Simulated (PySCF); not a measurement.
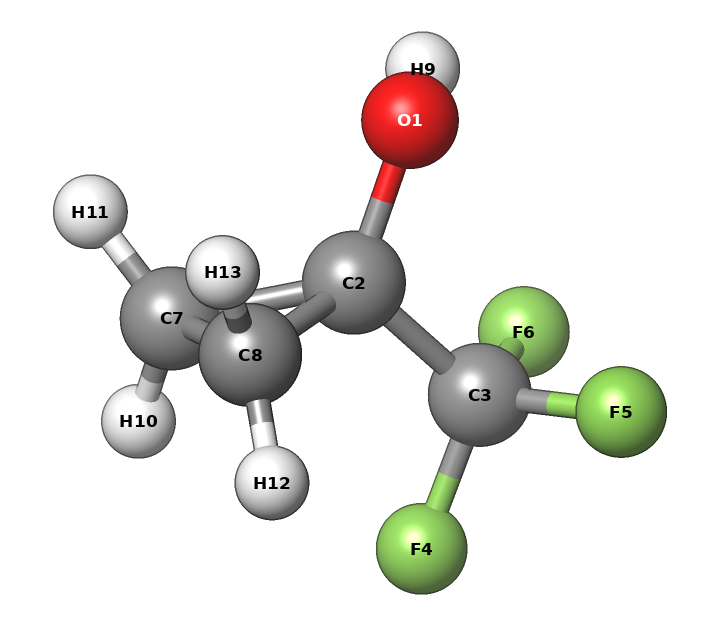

The geometry was computed by an optimisation with GFN2-xTB. No frequency run is at hand to confirm it as a minimum. Electric field gradients from the ground-state density, PBE0/pcSseg-1 (PySCF 2.14.0), non-relativistic apart from any core potentials.

Give the largest field-gradient component, the quadrupole coupling constant and the asymmetry for 17O at O1 (Q = −25.6 mb), 2H at H9 (Q = 2.86 mb), 2H at H10 (Q = 2.86 mb).

```json
{"atom": "O1", "V_zz (a.u.)": "−1.929", "e²qQ/h (MHz)": "11.60", "η": "0.99"}
{"atom": "H9", "V_zz (a.u.)": "0.452", "e²qQ/h (MHz)": "0.303", "η": "0.14"}
{"atom": "H10", "V_zz (a.u.)": "0.329", "e²qQ/h (MHz)": "0.221", "η": "0.06"}
```
